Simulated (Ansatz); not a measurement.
System BeSi4As2 (space group R-3m, No. 166); source of the atomic positions: coordinates from a relaxation (final pressure about 5 GPa) with DFT, PAW plane waves, pbe in Ansatz 0.2.0; the starting structure was generated, so it need not be a known form of this composition.

```
CELL_PARAMETERS angstrom
4.22067 0.00000 0.00000
-2.11033 3.65521 0.00000
0.00000 0.00000 23.14647
ATOMIC_POSITIONS crystal
Be 0.00000 0.00000 0.00000
Si 0.33333 0.66667 0.98873
Si 0.00000 0.00000 0.67794
As 0.33333 0.66667 0.77549
As 0.00000 0.00000 0.89117
Si 0.33333 0.66667 0.88746
Si 0.00000 0.00000 0.77921
Be 0.66667 0.33333 0.33333
Si 0.00000 0.00000 0.32206
Si 0.66667 0.33333 0.01127
As 0.00000 0.00000 0.10883
As 0.66667 0.33333 0.22451
Si 0.00000 0.00000 0.22079
Si 0.66667 0.33333 0.11254
Be 0.33333 0.66667 0.66667
Si 0.66667 0.33333 0.65539
Si 0.33333 0.66667 0.34461
As 0.66667 0.33333 0.44216
As 0.33333 0.66667 0.55784
Si 0.66667 0.33333 0.55412
Si 0.33333 0.66667 0.44588
```

Describe how the polyhedra about Be are linked (bonds: As–Be below 2.8 Å and Be–Si below 2.8 Å).

Be: BeSi6As2 cube, sharing edges with six neighbours.

They form layers of edge-sharing cubes parallel to (001). Their corner atoms also have Si as close neighbours (those links are not drawn).

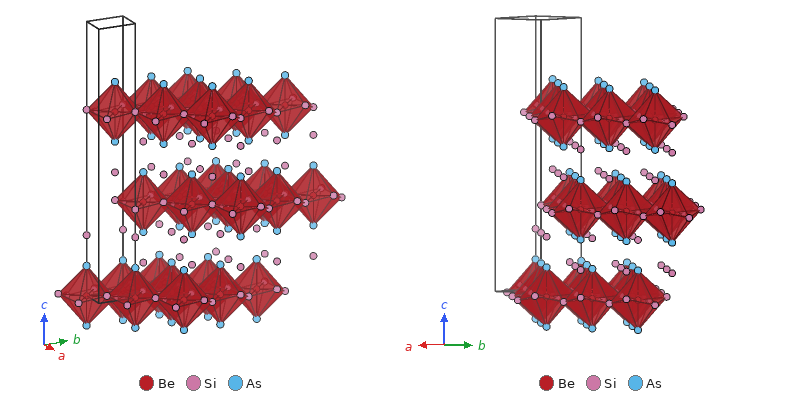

Polyhedra are drawn about Be (bonds: As–Be below 2.8 Å and Be–Si below 2.8 Å); other atoms are plain spheres. Two views of the same piece.
